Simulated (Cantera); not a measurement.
Feed: 1 mol Fe, a varied amount of CO₂, 42 mol CO, at 1998.15 K and 13300 Pa.

Cantera equilibrium calculation (NASA polynomials, part measured and part estimated; ideal gas, pure solids and liquids). Candidate condensed phases: C, Fe, Fe(CO)₅, FeO, Fe₂O₃, Fe₃O₄; 15 gas species. The tables' stoichiometric FeO is somewhat more stable than real wüstite, so its field is too wide. FeO: taken at fixed stoichiometry. Rates play no part.

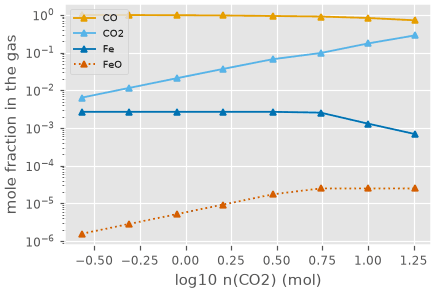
*Equilibrium gas composition (values under 1e-9 drawn at 1e-9)*

From 0.27 mol CO₂ to 3 mol CO₂ the condensed part is Fe(l). From 5.5 mol CO₂ to 18 mol CO₂ the condensed part is FeO(l). The main Fe-bearing gas is Fe throughout. The share of Fe in condensed phases is highest at 18 mol CO₂ (95.7 %) and lowest at 5.5 mol CO₂ (87.7 %).
